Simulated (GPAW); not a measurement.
The S K edge of atom 1 in CSO (Cm), with 1 C at 1.56 Å (terminal, site symmetry m), was computed in 3 ways: excited-electron core hole (neutral cell), full core hole (charged cell) and no core hole. Program and functional: GPAW, LDA, Gaussian full width 0.9 eV up to 4 eV, rising linearly to 3.5 eV at 25 eV; cells of 3 and 12 atoms (the run without a hole in the smaller).

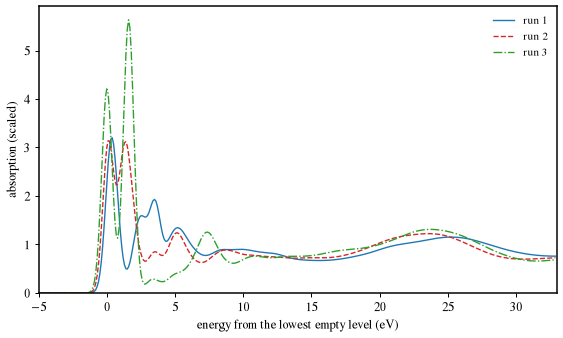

Each run is counted from its own lowest empty level or Fermi level and scaled to a mean of 1 over its first 20 eV.

Question: Which run is which?

Run 1: no core hole (area from −2 to 6 eV 9.6, main maxima 0.4 eV (3.20), 3.5 eV (1.93), 5.2 eV (1.34) and 9.8 eV (0.90)). Run 2: excited-electron core hole (neutral cell) (area from −2 to 6 eV 10.4, main maxima 0.1 eV (3.14), 1.4 eV (3.12), 5.1 eV (1.24) and 23.6 eV (1.22)). Run 3: full core hole (charged cell) (area from −2 to 6 eV 10.5, main maxima 0.0 eV (4.21), 1.6 eV (5.63), 7.4 eV (1.25) and 23.7 eV (1.31)). With each curve scaled to its own mean, the area from −2 to 6 eV with the hole is 10.4 against 9.6, and the centre of weight from −1 to 20 eV moves by -0.3 eV (first and strongest maxima below 20 eV: 0.4 eV (3.20), 3.5 eV (1.93) and 5.2 eV (1.34) without the hole, 0.1 eV (3.14), 1.4 eV (3.12) and 5.1 eV (1.24) with it); the shape changes all the same, by 47 % r.m.s.

[Hosts, paths, dates, database ids (printed as entryN), source tags and the programs' standing remarks are cut or masked in the printed files.]

[Lists of maxima count a maximum above −3 eV only where it reaches 4 % of the highest in the window and stands out from its surroundings by 2 % of it (1.5 % where it reaches 55 %); shoulders and weaker maxima are passed over, and of the rest the first, up to two pre-edge ones and the few strongest are named.]
